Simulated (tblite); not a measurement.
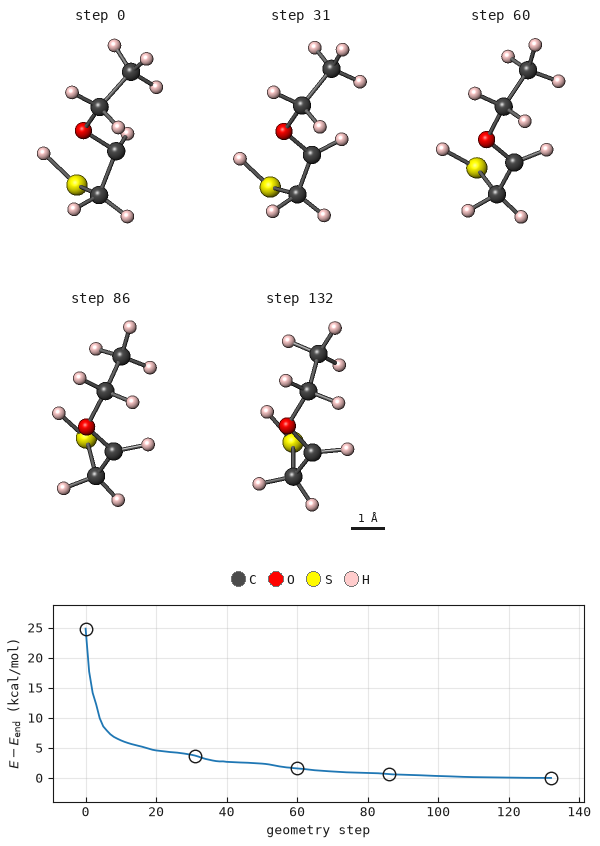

Frames of a relaxation of C₄H₉OS (multiplicity 2), marked on the history of the run. Style: ball-and-stick. Shown from a free direction.

Method: GFN2-xTB geometry optimisation, gas phase (tblite 0.8.0). 

Q: Describe the path.

A: The energy falls by 24.8 kcal/mol in 132 geometry steps. The largest move after the best rigid fit is that of an H atom, 1.87 Å. By element the largest moves are H 1.87 Å, S 0.94 Å, C 0.75 Å, O 0.65 Å. Near-neighbour distances that change, for instance: C–S 1.804 → 1.980 Å, C–C 1.538 → 1.422 Å, H–S 1.421 → 1.328 Å, C–O 1.360 → 1.413 Å. Among the angles between lasting bonds that change: C–C–H 105.3° → 121.4°, C–S–H 108.6° → 93.3°, O–C–C 108.8° → 119.1°. Cost: 0.46 s on 1 thread of AMD EPYC 9R45 96-Core Processor, with other jobs on the host. From step 0 to 31: an H atom moves most (0.75 Å), energy −21.1 kcal/mol. From step 31 to 60: the S atom moves most (0.62 Å), energy −2.14 kcal/mol. From step 60 to 86: an H atom moves most (0.80 Å), energy −0.95 kcal/mol. From step 86 to 132: an H atom moves most (0.46 Å), energy −0.64 kcal/mol.

```json
{"step": "0", "E − E(0), kcal/mol": "0.00"}
{"step": "1", "E − E(0), kcal/mol": "-7.14"}
{"step": "2", "E − E(0), kcal/mol": "-10.68"}
{"step": "3", "E − E(0), kcal/mol": "-12.61"}
{"step": "4", "E − E(0), kcal/mol": "-14.90"}
{"step": "5", "E − E(0), kcal/mol": "-16.26"}
{"step": "6", "E − E(0), kcal/mol": "-16.94"}
{"step": "7", "E − E(0), kcal/mol": "-17.56"}
{"step": "8", "E − E(0), kcal/mol": "-18.00"}
{"step": "9", "E − E(0), kcal/mol": "-18.31"}
{"step": "10", "E − E(0), kcal/mol": "-18.58"}
{"step": "16", "E − E(0), kcal/mol": "-19.64"}
{"step": "23", "E − E(0), kcal/mol": "-20.47"}
{"step": "29", "E − E(0), kcal/mol": "-20.88"}
{"step": "36", "E − E(0), kcal/mol": "-21.93"}
{"step": "42", "E − E(0), kcal/mol": "-22.23"}
{"step": "49", "E − E(0), kcal/mol": "-22.41"}
{"step": "55", "E − E(0), kcal/mol": "-22.92"}
{"step": "61", "E − E(0), kcal/mol": "-23.31"}
{"step": "68", "E − E(0), kcal/mol": "-23.69"}
{"step": "74", "E − E(0), kcal/mol": "-23.90"}
{"step": "81", "E − E(0), kcal/mol": "-24.01"}
{"step": "87", "E − E(0), kcal/mol": "-24.24"}
{"step": "93", "E − E(0), kcal/mol": "-24.36"}
{"step": "100", "E − E(0), kcal/mol": "-24.51"}
{"step": "106", "E − E(0), kcal/mol": "-24.63"}
{"step": "113", "E − E(0), kcal/mol": "-24.73"}
{"step": "119", "E − E(0), kcal/mol": "-24.78"}
{"step": "126", "E − E(0), kcal/mol": "-24.82"}
{"step": "132", "E − E(0), kcal/mol": "-24.84"}
```
